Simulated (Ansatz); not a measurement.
**A ladder of methods for PH2 (SMILES [PH2])**

The species is PH2 (3 atoms), meant as a doublet with charge 0. As SMILES, `[PH2]`. The shape is that of a PBE0-D4/def2-TZVP optimisation.

```tsv
atom	x (Å)	y (Å)	z (Å)
P	0.5257	-0.3094	0.2582
H	0.1146	1.0515	0.1767
H	-0.6404	-0.7421	-0.4350
```

Each level gives the energy change with the P1–H2 bond stretched from 1.424 to 3.133 Å (eV). The values are calculated.

```csv
level,kind,program,value (eV)
UHF/cc-pVTZ,Hartree–Fock,Ansatz,2.41
USVWN5/cc-pVTZ,LDA,Ansatz,3.63
UBLYP/cc-pVTZ,GGA,Ansatz,3.31
UPBE/cc-pVTZ,GGA,Ansatz,3.32
UPBE0/cc-pVTZ,global hybrid,Ansatz,3.31
UCAM-B3LYP/cc-pVTZ,range-separated hybrid,Ansatz,3.38
UB2PLYP/cc-pVTZ,double hybrid,Ansatz,3.35
RPA@PBE0/cc-pVTZ,RPA,Ansatz,3.27
UMP2/cc-pVTZ,perturbation theory,Ansatz,3.23
UBCCD(T)/cc-pVTZ,coupled cluster or CI,Ansatz,3.31
```

The first shape isn't each level's own minimum. The values span 2.41 to 3.63 eV. Spin contamination of the reference (⟨S²⟩ at least 0.1 too high) touches UHF/cc-pVTZ, USVWN5/cc-pVTZ, UBLYP/cc-pVTZ, UPBE/cc-pVTZ, UPBE0/cc-pVTZ, UCAM-B3LYP/cc-pVTZ, UB2PLYP/cc-pVTZ, RPA@PBE0/cc-pVTZ, UMP2/cc-pVTZ, UBCCD(T)/cc-pVTZ.

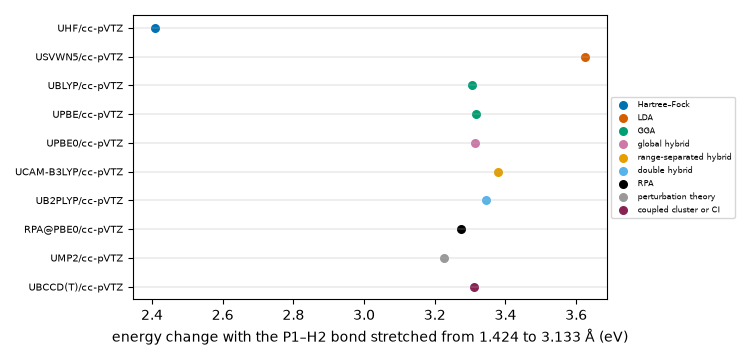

The values of the table, level by level.
